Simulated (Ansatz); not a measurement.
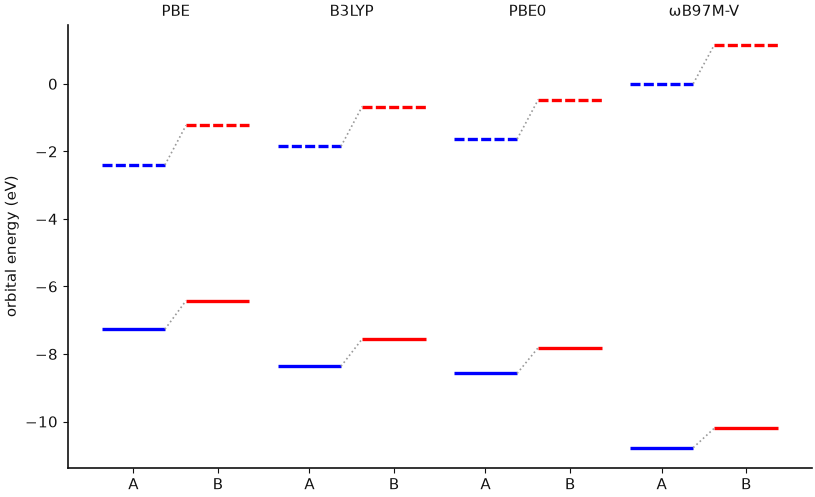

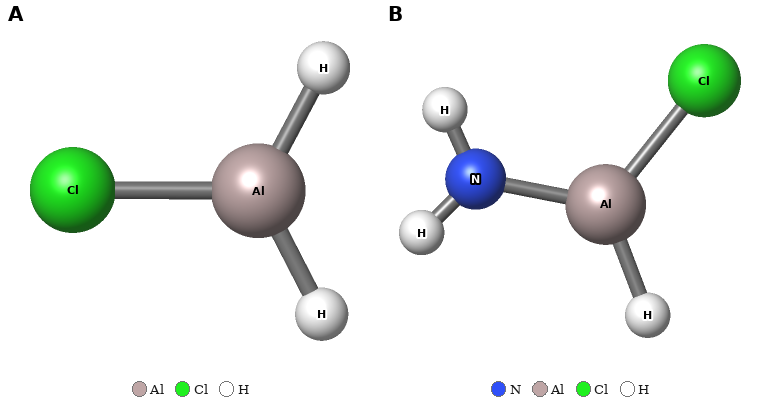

One change: A, AlH₂Cl (SMILES [AlH2][Cl]), becomes B, AlNH₃Cl (SMILES [NH2][AlH][Cl]). H on Al is replaced by NH₂. HOMO (solid) and LUMO (dashed) computed in def2-TZVPP at PBE0-D4/def2-TZVP geometries, both minima by their frequencies, gas phase, the Ansatz code. Empty levels above zero depend strongly on the basis.

> What does the change do to HOMO and LUMO?

PBE: the HOMO rises by 0.85 eV, the LUMO rises by 1.18 eV, and the separation goes from 4.86 to 5.19 eV. B3LYP: the HOMO rises by 0.81 eV, the LUMO rises by 1.18 eV, and the separation goes from 6.52 to 6.88 eV. PBE0: the HOMO rises by 0.77 eV, the LUMO rises by 1.17 eV, and the separation goes from 6.94 to 7.34 eV. ωB97M-V: the HOMO rises by 0.58 eV, the LUMO rises by 1.15 eV, and the separation goes from 10.78 to 11.35 eV.

> Do the functionals agree on the effect?

They agree on the direction for both levels; the HOMO shift lies between 0.58 and 0.85 eV and the LUMO shift between 1.15 and 1.18 eV, while the separations themselves differ by up to 6.2 eV between functionals.
